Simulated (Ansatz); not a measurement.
**CH₈OSi₂: how energies converge with the basis set**

How large a basis does CH₈OSi₂ need? Two functionals are run in growing sets.

Method: one geometry, several basis sets; program: Ansatz 0.2.0, Gaussian basis.

Plan: PBE0-D4/def2-SVP; ωB97M-V/def2-SVP; PBE0-D4/def2-QZVPP; ωB97M-V/def2-QZVPP; the functionals' def2-TZVPP values are taken from earlier runs.

## 1. Structure used throughout

All runs share one geometry, relaxed beforehand with PBE0-D4 in a triple-zeta def2 set.

SMILES `OC([SiH3])[SiH3]`, 12 atoms, charge 0, spin multiplicity 1.

Atoms are counted from 1 here; the program's logs count them from 0.

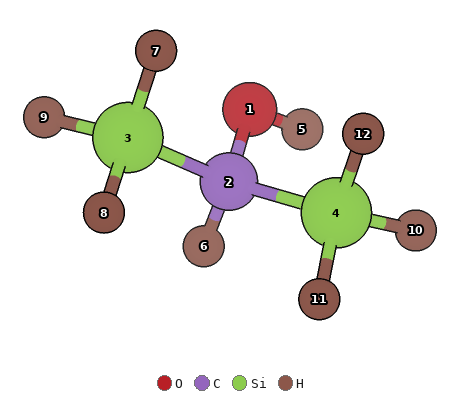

The geometry (oxygen red, carbon purple, silicon green, hydrogen brown); atoms are numbered from 1 in the order of the file.

## 2. PBE0-D4 in def2-SVP

in.yaml reads:

```yaml
crystal:
  periodic: [false, false, false]
  atoms:
    - {symbol: O, position_ang: [0.213530, 1.747095, 0.281655]}
    - {symbol: C, position_ang: [-0.383073, 0.469366, 0.033061]}
    - {symbol: Si, position_ang: [-0.159531, -0.564525, 1.597135]}
    - {symbol: Si, position_ang: [0.366289, -0.352802, -1.495724]}
    - {symbol: H, position_ang: [0.137056, 2.285791, -0.511385]}
    - {symbol: H, position_ang: [-1.470047, 0.561104, -0.126366]}
    - {symbol: H, position_ang: [1.284924, -0.761926, 1.879448]}
    - {symbol: H, position_ang: [-0.799584, -1.888303, 1.366464]}
    - {symbol: H, position_ang: [-0.806195, 0.099807, 2.757885]}
    - {symbol: H, position_ang: [0.339680, 0.643804, -2.605587]}
    - {symbol: H, position_ang: [-0.423515, -1.548601, -1.893689]}
    - {symbol: H, position_ang: [1.777466, -0.746011, -1.248895]}
basis:
  gaussian: {orbitals: def2-SVP}
hamiltonian: {xc: pbe0, dispersion: d4}
output: {orbitals: {seedname: orbitals}}
```

The run is started by

```bash
ansatz run in.yaml --threads 4 --pin off --events-out ev --progress --plain --max-ram 10444MiB
```

Output:

```text
Functional definition: PBE0
  name "PBE0"
  cite "Adamo & Barone, J. Chem. Phys. 110, 6158 (1999) doi:10.1063/1.478522"
  cite "Perdew, Burke & Ernzerhof, Phys. Rev. Lett. 77, 3865 (1996) doi:10.1103/PhysRevLett.77.3865"
  parent pbe
  parameter a = 0.25
  parameter kappa = 0.804
  parameter beta = 0.06672455060314922
  exchange = (1 - a)*pbe_x(kappa = kappa, mu = beta*pi^2/3) + a*exact_x
  correlation = pbe_c(beta = beta)
1157 factors; their error is unknown
mean field evaluation 1: about -18947.6683 eV, gradient 4.0e1 eV
mean field evaluation 2: about -18944.7634 eV, gradient 5.5e1 eV
mean field evaluation 4: about -18951.0596 eV, gradient 2.4e0 eV
mean field evaluation 8: about -18951.1707 eV, gradient 2.8e-2 eV
mean field -18951.17068174 eV, -696.4426769893 hartree, gradient 5.2e-5 eV, S^2 0.000000; 0 other end points of the search recorded, 0 dependent functions left out
reference -18951.17071062 eV, -696.4426780505 hartree; 25, 25 occupied and 79, 79 virtual orbitals, 1157 factors
Total energy: -18951.38951285 eV, -696.4507188840 hartree
```

Run time: 0.8 s. Hardware: 4 threads of Intel Xeon Platinum 8488C, shared host.

## 3. ωB97M-V in def2-SVP

in.yaml, as its differences from that of step 2:

```diff
@@ -17,3 +17,3 @@
   gaussian: {orbitals: def2-SVP}
-hamiltonian: {xc: pbe0, dispersion: d4}
+hamiltonian: {xc: {name: wB97M-V}}
 output: {orbitals: {seedname: orbitals}}
```

Same command.

Output, cut to the lines that bear on the results:

```text
Functional definition: wB97M-V
  name "wB97M-V"
  cite "Mardirossian & Head-Gordon, J. Chem. Phys. 144, 214110 (2016) doi:10.1063/1.4952647"
  cite "Becke, J. Chem. Phys. 107, 8554 (1997) doi:10.1063/1.475007"
  cite "Vydrov & Van Voorhis, J. Chem. Phys. 133, 244103 (2010) doi:10.1063/1.3521275"
  # Of w^i u^j: cxij and so on, Table III.
[...]
  gx(w, u) = 1 - cx + cx01*u + cx10*w
  gss(w, u) = css00 + css04*u^4 + css10*w + css20*w^2 + css43*w^4*u^3
  gos(w, u) = cos00 + cos10*w + (cos20 + cos21*u)*w^2 + (cos60 + cos61*u)*w^6
[...]
      + integral(e_c_pw_mod_opposite_spin*gos(b97_w_opposite, b97_u_opposite)) + vv10(b, c)
1157 factors; their error is unknown
356 factors; integrals over basis functions are off by at most 7.2e-6 eV
[...]
mean field -18958.48378784 eV, -696.7114286813 hartree, gradient 7.4e-5 eV, S^2 0.000000; 0 other end points of the search recorded, 0 dependent functions left out
reference -18958.48383486 eV, -696.7114304093 hartree; 25, 25 occupied and 79, 79 virtual orbitals, 1157 factors
Total energy: -18958.48383486 eV, -696.7114304093 hartree
```

Run time: 2.4 s. Hardware: 4 threads of Intel Xeon Platinum 8488C, shared host.

## 4. PBE0-D4 in def2-QZVPP

in.yaml, as its differences from that of step 3:

```diff
@@ -16,4 +16,4 @@
 basis:
-  gaussian: {orbitals: def2-SVP}
-hamiltonian: {xc: {name: wB97M-V}}
+  gaussian: {orbitals: "def2-QZVPP.json"}
+hamiltonian: {xc: pbe0, dispersion: d4}
 output: {orbitals: {seedname: orbitals}}
```

Same command.

Output:

```text
Functional definition: PBE0
  name "PBE0"
  cite "Adamo & Barone, J. Chem. Phys. 110, 6158 (1999) doi:10.1063/1.478522"
  cite "Perdew, Burke & Ernzerhof, Phys. Rev. Lett. 77, 3865 (1996) doi:10.1103/PhysRevLett.77.3865"
  parent pbe
  parameter a = 0.25
  parameter kappa = 0.804
  parameter beta = 0.06672455060314922
  exchange = (1 - a)*pbe_x(kappa = kappa, mu = beta*pi^2/3) + a*exact_x
  correlation = pbe_c(beta = beta)
1619 factors; their error is unknown
mean field evaluation 1: about -18955.8436 eV, gradient 5.1e1 eV
mean field evaluation 2: about -18948.6730 eV, gradient 7.8e1 eV
mean field evaluation 4: about -18961.1562 eV, gradient 4.9e0 eV
mean field evaluation 8: about -18961.2031 eV, gradient 3.1e-2 eV
mean field evaluation 16: about -18961.2130 eV, gradient 1.2e-5 eV
mean field -18961.21298397 eV, -696.8117247892 hartree, gradient 1.2e-5 eV, S^2 0.000000; 0 other end points of the search recorded, 0 dependent functions left out
reference -18961.21303100 eV, -696.8117265176 hartree; 25, 25 occupied and 469, 469 virtual orbitals, 1619 factors
Total energy: -18961.43183323 eV, -696.8197673511 hartree
```

It took 6.5 s on 4 threads of Intel Xeon Platinum 8488C, shared host; peak memory 1.9 GiB.

## 5. ωB97M-V in def2-QZVPP

in.yaml, as its differences from that of step 4:

```diff
@@ -17,3 +17,3 @@
   gaussian: {orbitals: "def2-QZVPP.json"}
-hamiltonian: {xc: pbe0, dispersion: d4}
+hamiltonian: {xc: {name: wB97M-V}}
 output: {orbitals: {seedname: orbitals}}
```

The command is unchanged.

Output, cut to the lines that bear on the results:

```text
Functional definition: wB97M-V
  name "wB97M-V"
  cite "Mardirossian & Head-Gordon, J. Chem. Phys. 144, 214110 (2016) doi:10.1063/1.4952647"
  cite "Becke, J. Chem. Phys. 107, 8554 (1997) doi:10.1063/1.475007"
  cite "Vydrov & Van Voorhis, J. Chem. Phys. 133, 244103 (2010) doi:10.1063/1.3521275"
  # Of w^i u^j: cxij and so on, Table III.
[...]
  gx(w, u) = 1 - cx + cx01*u + cx10*w
  gss(w, u) = css00 + css04*u^4 + css10*w + css20*w^2 + css43*w^4*u^3
  gos(w, u) = cos00 + cos10*w + (cos20 + cos21*u)*w^2 + (cos60 + cos61*u)*w^6
[...]
      + integral(e_c_pw_mod_opposite_spin*gos(b97_w_opposite, b97_u_opposite)) + vv10(b, c)
1579 factors; their error is unknown
418 factors; integrals over basis functions are off by at most 9.3e-6 eV
[...]
mean field -18968.69090650 eV, -697.0865333733 hartree, gradient 3.2e-5 eV, S^2 0.000000; 0 other end points of the search recorded, 0 dependent functions left out
reference -18968.69098175 eV, -697.0865361386 hartree; 25, 25 occupied and 469, 469 virtual orbitals, 1579 factors
Total energy: -18968.69098175 eV, -697.0865361386 hartree
```

Run time: 13 s. Hardware: 4 threads of Intel Xeon Platinum 8488C, shared host; peak memory 2.2 GiB.

## 6. Density functionals: the series

The def2-TZVPP values come from earlier runs at the same geometry.

| functional | basis | functions | energy (eV) | from the largest (eV) | HOMO (eV) | LUMO (eV) |
| --- | --- | --- | --- | --- | --- | --- |
| PBE0-D4 | def2-SVP | 104 | -18951.3895 | 10.042 | -7.60 | 0.52 |
| PBE0-D4 | def2-TZVPP | 258 | -18960.7044 | 0.727 | -7.76 | 0.09 |
| PBE0-D4 | def2-QZVPP | 494 | -18961.4318 | 0.000 | -7.79 | -0.10 |
| ωB97M-V | def2-SVP | 104 | -18958.4838 | 10.207 | -9.89 | 2.34 |
| ωB97M-V | def2-TZVPP | 258 | -18968.0094 | 0.682 | -10.06 | 1.68 |
| ωB97M-V | def2-QZVPP | 494 | -18968.6910 | 0.000 | -10.09 | 1.32 |

## 7. Results

| quantity | value |
| --- | --- |
| PBE0-D4: double and triple zeta above quadruple | 10.04, 0.73 eV |
| ωB97M-V: double and triple zeta above quadruple | 10.21, 0.68 eV |

In words: For PBE0-D4 the step from double to triple zeta gains 9.31 eV and the next only 0.73 eV. These are total energies; as a rule much of such shifts cancels in differences, which this series doesn't test. The LUMO of ωB97M-V is positive and keeps falling with the basis (2.34 to 1.32 eV): an unbound level that the basis holds in place.

For PBE0-D4 the largest set took about 8 times as long as the smallest (6.5 s against 0.8 s).
